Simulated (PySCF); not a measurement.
## Run report: C$_{2}$H$_{9}$NSi, core-level calculation

System: C$_{2}$H$_{9}$NSi, SMILES CN[SiH2]C.
Method: delta-SCF UKS SCAN, pcX-1 on the ionised atom, pcseg-1 elsewhere, spin-free X2C (PySCF 2.14.0).

Figures and captions count atoms from 1; the log counts them from 0 in places.

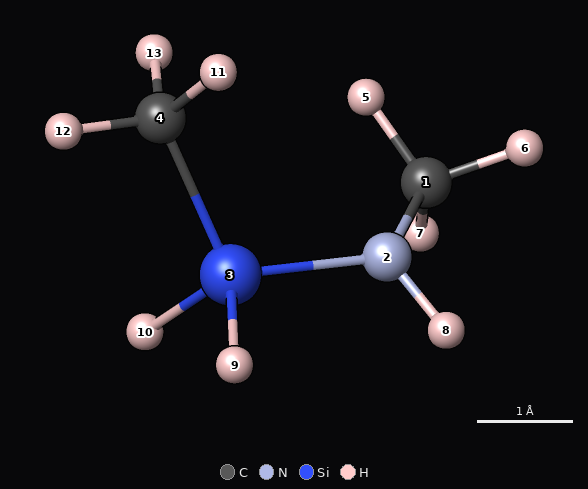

Figure 1. The structure (ball-and-stick view, seen at a tilt; atoms are numbered from 1 in the order of the input). Bond lengths as drawn: C–H 1.10 to 1.11 Å, C–N 1.44 Å, C–Si 1.87 Å, H–N 1.01 Å, H–Si 1.50 to 1.51 Å and N–Si 1.74 Å.

## The input
```
{"job": {"kind": "xps", "basis": "pcX-1"}, "charge": 0, "multiplicity": 1}
C      1.786830     0.693172     0.339349
N      0.961675    -0.472125     0.541465
Si    -0.571698    -0.728629    -0.230065
C     -1.804685     0.591388     0.272757
H      1.154949     1.588391     0.222977
H      2.436270     0.883305     1.210904
H      2.438692     0.641876    -0.555805
H      1.487426    -1.305472     0.780035
H     -1.021519    -2.085971     0.209381
H     -0.504500    -0.736687    -1.735156
H     -1.907338     0.633444     1.367730
H     -2.793106     0.380707    -0.165119
H     -1.493648     1.587262    -0.080715
```

The first line tells a small driver script what to run in PySCF; the rest is the geometry in Å.

Run as:
```bash
OMP_NUM_THREADS=1 python <driver script> task.json out
```

## Log
```
ground state, core basis on atom 0 (C), 115 functions
  cycle   1  E = -426.30714096  |g| = 5.54e-01
  cycle   2  E = -426.21672682  |g| = 8.03e-01
  cycle   3  E = -426.38151404  |g| = 9.40e-02
  cycle   4  E = -426.38342577  |g| = 3.76e-02
  cycle   5  E = -426.38378112  |g| = 7.26e-03
  cycle   6  E = -426.38379440  |g| = 8.70e-04
  cycle   7  E = -426.38379589  |g| = 3.43e-04
  E(ground) = -426.42242219 Eh
hole in C 1s of atom 0
  cycle   1  E = -415.12009593  |g| = 1.50e+00
  cycle   2  E = -414.41212861  |g| = 1.82e+00
  cycle   3  E = -415.62382692  |g| = 3.26e-01
[... 7 cycles left out ...]
  E(ion) = -415.70602865 Eh   <S^2> = 0.7705   hole on atom = 1.000   binding energy = 291.608 eV
ground state, core basis on atom 1 (N), 115 functions
[... 5 cycles left out ...]
  E(ground) = -426.42161885 Eh
hole in N 1s of atom 1
[... 9 cycles left out ...]
  E(ion) = -411.56388718 Eh   <S^2> = 0.7642   hole on atom = 1.000   binding energy = 404.299 eV
ground state, core basis on atom 2 (Si), 127 functions
[... 6 cycles left out ...]
  E(ground) = -426.48003289 Eh
hole in Si 1s of atom 2
[... 10 cycles left out ...]
  E(ion) = -358.62215744 Eh   <S^2> = 0.7521   hole on atom = 1.000   binding energy = 1846.507 eV
hole in Si 2p of atom 2
[... 9 cycles left out ...]
  E(ion) = -422.54860953 Eh   <S^2> = 0.7514   hole on atom = 1.003   binding energy = 106.979 eV
  2p3/2 = 106.748 eV   2p1/2 = 107.369 eV
ground state, core basis on atom 3 (C), 115 functions
[... 5 cycles left out ...]
  E(ground) = -426.42264486 Eh
hole in C 1s of atom 3
  cycle   1  E = -415.16325279  |g| = 1.50e+00
  cycle   2  E = -414.60938858  |g| = 1.70e+00
  cycle   3  E = -415.67674276  |g| = 3.39e-01
  cycle   4  E = -415.70616358  |g| = 1.96e-01
  cycle   5  E = -415.72355659  |g| = 4.85e-02
  cycle   6  E = -415.72464449  |g| = 5.34e-03
  cycle   7  E = -415.72466456  |g| = 2.41e-03
  cycle   8  E = -415.72466895  |g| = 1.01e-03
  cycle   9  E = -415.72467013  |g| = 5.43e-04
  cycle  10  E = -415.72467076  |g| = 1.70e-04
  E(ion) = -415.76294622 Eh   <S^2> = 0.7667   hole on atom = 1.000   binding energy = 290.065 eV
```

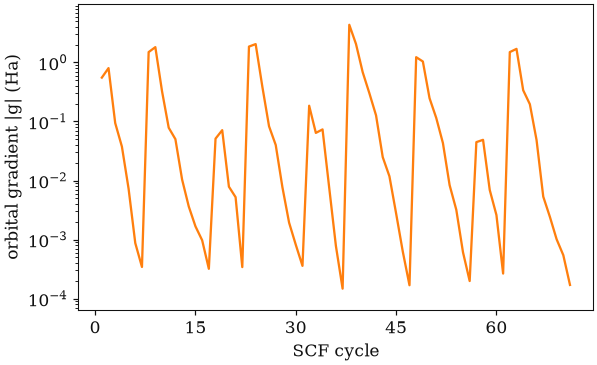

Figure 2. Convergence of the self-consistent field: orbital gradient |g| against the SCF cycle. All cycles printed in the log are drawn one after another.

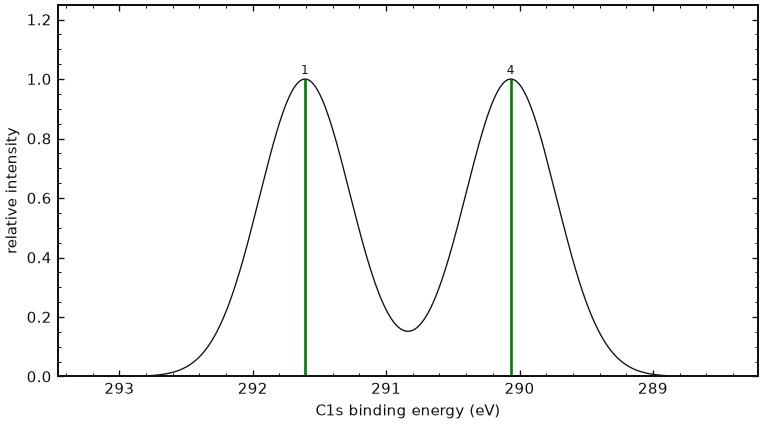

Figure 3. C1s binding energies by ΔSCF of the atoms computed, labelled by atom number, with a Gaussian envelope of 0.8 eV full width. They run from 290.07 eV (atom 4) to 291.61 eV (atom 1).

## Summary

| quantity | value |
| --- | --- |
| outcome | converged |
| hardware | 1 CPU thread, shared host |
| wall time | 38 s |
| peak memory | 0.54 GiB |
